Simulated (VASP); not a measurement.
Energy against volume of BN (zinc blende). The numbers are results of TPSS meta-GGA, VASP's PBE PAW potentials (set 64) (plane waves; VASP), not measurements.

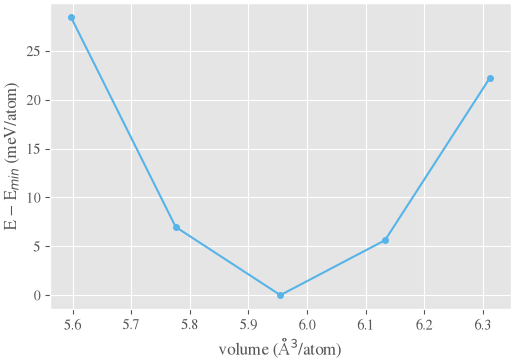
*Energy against volume*

Question: Estimate the equilibrium volume and the bulk modulus.

Answer: The minimum lies near 6.0 Å³/atom, and the curvature gives B0 of about 370 GPa.

Measured: bulk modulus 410 GPa at 0 K (computed value off by -8.6 %), as given by Daniel Mejia-Rodriguez et al., Physical Review B (2018), arXiv:1807.09216 [0 K value with the zero-point phonon effect removed]; a 3.593 Å at 0 K (computed value off by +0.9 %), as given by Tamar Goldzak et al., The Journal of Chemical Physics (2022), arXiv:2208.04865 [corrected for zero-point motion].

The compound is BN in the zinc blende structure. It was relaxed first.
